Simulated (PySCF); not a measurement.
Atomic calculation, with input and output: Te⁻

System: Te⁻, configuration 1s2 2s2 2p6 3s2 3p6 3d10 4s2 4p6 4d10 5s2 5p5, multiplicity 2.
Method: unrestricted wB97X-V, aug-cc-pwCVTZ-PP with ECP28, scalar-relativistic core potential (PySCF).

The input:
```python
from pyscf import gto, scf, dft, mp, cc
mol = gto.M(atom="Te 0 0 0", charge=-1, spin=1, symmetry="D2h",
            basis="aug-cc-pwCVTZ-PP",
            ecp="aug-cc-pwCVTZ-PP")
mf = dft.UKS(mol, xc="WB97X_V")
mf.irrep_nelec = {'Ag': (4, 4), 'B1g': (1, 1), 'B2g': (1, 1), 'B3g': (1, 1), 'B1u': (2, 2), 'B2u': (2, 2), 'B3u': (2, 1)}
mf.kernel()
```

The script is an equivalent of what the driver set up; the driver started from orbitals of its own, so the log can be shorter than this script's would be, and it computed the properties (radii, ⟨L²⟩, response) afterwards. It held the occupations shell by shell, which the script's counts by irreducible representation don't always enforce.

Hardware: 1 CPU thread, shared host.

The program's output (extracts):
```
damping factor = 0
level_shift factor = 0
DIIS = <class 'pyscf.scf.diis.CDIIS'>
diis_start_cycle = 1
diis_space = 10
diis_damp = 0
SCF conv_tol = 1e-09
SCF conv_tol_grad = None
number electrons alpha = 13  beta = 12
XC functionals = WB97X_V
    N. Mardirossian and M. Head-Gordon.,  Phys. Chem. Chem. Phys. 16, 9904-9924 (2014)
NLC functional = WB97X_V
cycle= 1 E= -268.041802233318  delta_E= -0.00723  |g|= 0.0204  |ddm|= 0.245
cycle= 2 E= -268.042053153998  delta_E= -0.000251  |g|= 0.00671  |ddm|= 0.0387
cycle= 3 E= -268.042084123439  delta_E= -3.1e-05  |g|= 0.00441  |ddm|= 0.0156
cycle= 4 E= -268.042091894471  delta_E= -7.77e-06  |g|= 0.000915  |ddm|= 0.0054
cycle= 5 E= -268.042094495048  delta_E= -2.6e-06  |g|= 0.000288  |ddm|= 0.00453
cycle= 6 E= -268.042094867631  delta_E= -3.73e-07  |g|= 7.61e-05  |ddm|= 0.0021
cycle= 7 E= -268.042094889993  delta_E= -2.24e-08  |g|= 1.48e-05  |ddm|= 0.000574
cycle= 8 E= -268.042094890374  delta_E= -3.82e-10  |g|= 1.51e-06  |ddm|= 8.69e-05
converged SCF energy = -268.042094890374  <S^2> = 0.7534144  2S+1 = 2.0034115
```

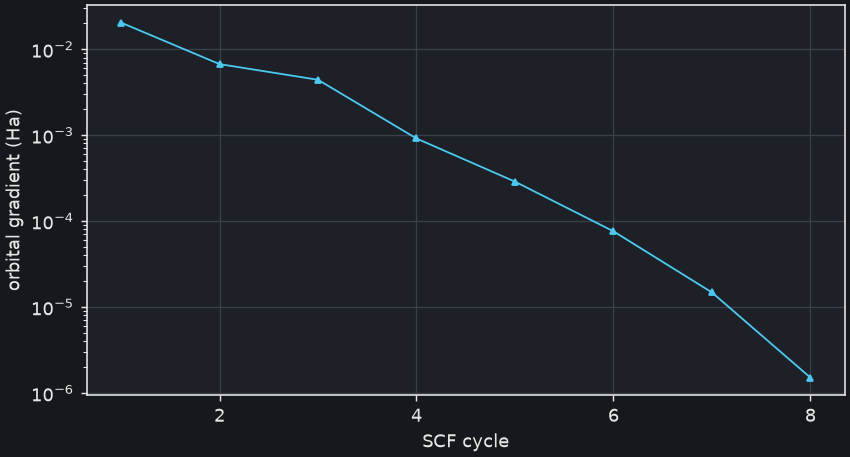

Fig. 1: Convergence: orbital gradient against the SCF cycle. The residual falls at every step. It goes from 0.020 to 1.5×10⁻⁶ in 8 steps.

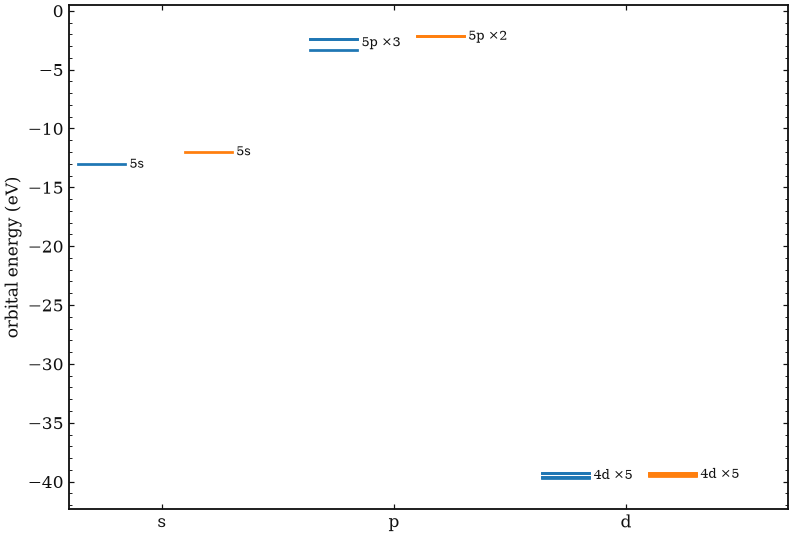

Fig. 2: Orbital energies of the mean field, from the top down to −39.7 eV, by angular momentum, α spin at the left of each column and β at the right; ×n counts the orbitals under one label. The highest filled orbital is 5p β at −2.18 eV, the lowest empty one p β at 3.78 eV.

Key numbers:

- outcome: converged
- total energy (valence electrons, under a core potential): −268.042095 hartree
- ⟨S²⟩: 0.753
- ⟨L²⟩: 2.02
- SCF iterations: 8
- CPU time: 4.7 s (integrals apart)
